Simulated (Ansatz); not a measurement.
# SiNH3ClO (SMILES [NH][SiH](O)Cl) at UB2PLYP/def2-SVP

What is the energy change on altering one bond length of SiNH3ClO at UB2PLYP/def2-SVP? 

The calculation is run with Ansatz 0.2.0.

127 further runs of the same task are left out: 1 that didn't finish, 126 set aside as unsound or not needed. Runs told in other sessions of the task aren't counted.

### 1 The system as given

SiNH3ClO has 7 atoms, charge 0, and is taken as a doublet. SMILES: `[NH][SiH](O)Cl`. The coordinates come from a PBE0-D4/def2-TZVP relaxation. This is one conformer, not always the lowest.

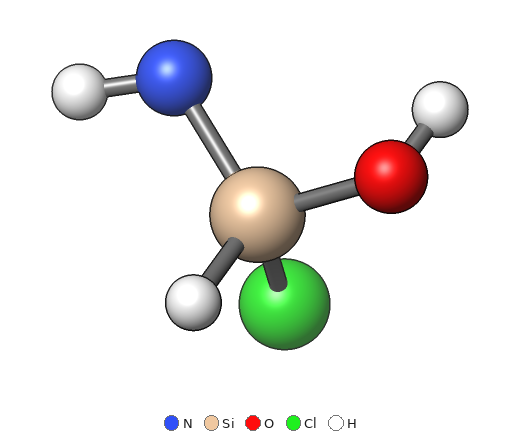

The structure, seen from a chosen angle (nitrogen blue, silicon light orange, oxygen red, chlorine green, hydrogen white).

### 2 A single-point energy at UB2PLYP/def2-SVP

The input, in.yaml:

```yaml
basis:
  gaussian: {orbitals: def2-SVP}
crystal:
  periodic: [false, false, false]
  atoms:
    - symbol: "N"
      position_ang: [-0.309900, 1.111500, -0.879100]
    - symbol: Si
      position_ang: [-0.073900, -0.114300, 0.330400]
    - symbol: O
      position_ang: [1.465600, -0.630300, 0.304800]
    - symbol: Cl
      position_ang: [-1.390000, -1.593900, -0.221000]
    - symbol: H
      position_ang: [-1.151500, 1.677300, -0.756300]
    - symbol: H
      position_ang: [-0.348600, 0.280200, 1.724700]
    - symbol: H
      position_ang: [1.869600, -0.798400, -0.549200]
magnetization: {spin_polarized: true, initial_magnetization: 1}
hamiltonian: {xc: {name: B2PLYP}}
correlation: {frozen_orbitals: {Cl: 5, H: 0, "N": 1, O: 1, Si: 5}}
accuracy: high
output: {orbitals: {seedname: orbitals}}
```

On the command line:

```bash
$ ansatz run in.yaml --threads 1 --pin off --max-ram 3480MiB --events-out events.jsonl --progress --plain --runs-dir runs
```

Standard output:

```text
Warning: RAYON_NUM_THREADS=1 ignored (pool sized by the plan → 1); use --threads N
Functional definition: B2PLYP
  name "B2PLYP"
  parameter a = 0.53
  parameter c = 0.27
  exchange = (1 - a)*b88_x + a*exact_x
  correlation = (1 - c)*lyp_c + c*(mp2_os + mp2_ss)
1659 factors; integrals over basis functions are off by at most 4.1e-9 eV
mean field evaluation 1: about -23956.8074 eV, gradient 3.6e1 eV
mean field evaluation 2: about -23956.8101 eV, gradient 3.6e1 eV
mean field evaluation 4: about -23962.3544 eV, gradient 2.5e0 eV
mean field evaluation 8: about -23962.4421 eV, gradient 4.4e-1 eV
mean field evaluation 16: about -23962.4503 eV, gradient 1.3e-2 eV
mean field evaluation 32: about -23962.4503 eV, gradient 4.6e-7 eV
mean field -23962.45034756 eV, -880.6038079406 hartree, gradient 9.5e-8 eV, S^2 0.754278; 2 other end points of the search recorded, 0 dependent functions left out
12 core orbitals not correlated: weight in the atoms' cores, before any rotation towards them, 1.000 or more for the frozen orbitals, at most 0.000 for the correlated occupied ones
reference -23962.45036982 eV, -880.6038087587 hartree; 13, 12 occupied and 54, 55 virtual orbitals, 1659 factors
second order -17.95000429 eV of doubles, -0.00000000 eV of singles
Total energy: -23967.29687098 eV, -880.7819143911 hartree
```

Run time: 16 s. Hardware: 1 thread of Arm Neoverse V1, shared host; peak memory 0.36 GiB.

### 3 The distorted shape at the same level

The input, input.yaml:

```yaml
crystal:
  periodic: [false, false, false]
  atoms:
    - {symbol: "N", position_ang: [0.110918, 0.828588, -0.940503]}
    - {symbol: Si, position_ang: [0.346918, -0.397212, 0.268997]}
    - {symbol: O, position_ang: [1.886418, -0.913212, 0.243397]}
    - {symbol: Cl, position_ang: [-0.969182, -1.876812, -0.282403]}
    - {symbol: H, position_ang: [-1.151500, 1.677300, -0.756300]}
    - {symbol: H, position_ang: [0.072218, -0.002712, 1.663297]}
    - {symbol: H, position_ang: [2.290418, -1.081312, -0.610603]}
basis:
  gaussian:
    orbitals: def2-SVP
output:
  orbitals: {seedname: orbitals}
magnetization:
  spin_polarized: true
  initial_magnetization: 1
accuracy: high
correlation:
  frozen_orbitals: {Cl: 5, H: 0, "N": 1, O: 1, Si: 5}
hamiltonian:
  xc: {name: B2PLYP}
```

On the command line:

```bash
$ ansatz run input.yaml --threads 1 --pin off --max-ram 3480MiB --events-out events.jsonl --progress --plain --runs-dir runs
```

Standard output, cut to the lines that bear on the results:

```text
Warning: RAYON_NUM_THREADS=1 ignored (pool sized by the plan → 1); use --threads N
[... 2 set-up lines as earlier in the session ...]
[...]
1660 factors; integrals over basis functions are off by at most 6.3e-9 eV
[...]
mean field -23960.12458822 eV, -880.5183378614 hartree, gradient 9.7e-8 eV, S^2 0.804671; 4 other end points of the search recorded, 0 dependent functions left out
12 core orbitals not correlated: weight in the atoms' cores, before any rotation towards them, 1.000 or more for the frozen orbitals, at most 0.000 for the correlated occupied ones
reference -23960.12461191 eV, -880.5183387318 hartree; 13, 12 occupied and 54, 55 virtual orbitals, 1660 factors
second order -18.42721592 eV of doubles, -0.00000000 eV of singles
Total energy: -23965.09996021 eV, -880.7011794094 hartree
```

Wall time 21 s (1 thread of Arm Neoverse V1, shared host); peak memory 0.36 GiB.

### 4 Results

At UB2PLYP/def2-SVP, 12 core orbitals frozen:

```
                                                                 quantity          value
                                                first shape: total energy  -880.78191 Eh
    first shape: HOMO energy (SCF part's orbitals) (highest over α and β)       -9.45 eV
     first shape: LUMO energy (SCF part's orbitals) (lowest over α and β)       -1.50 eV
                                                        first shape: ⟨S²⟩          0.754
                                            distorted shape: total energy  -880.70118 Eh
distorted shape: HOMO energy (SCF part's orbitals) (highest over α and β)       -9.29 eV
 distorted shape: LUMO energy (SCF part's orbitals) (lowest over α and β)       -1.37 eV
                                                    distorted shape: ⟨S²⟩          0.805
        energy change with the N1–H5 bond stretched from 1.022 to 1.532 Å       2.197 eV
```

**Reading.** With the N1–H5 bond stretched from 1.022 to 1.532 Å the energy rises by 2.20 eV (51 kcal/mol). The first shape isn't relaxed at this level, so the change isn't measured from a minimum.
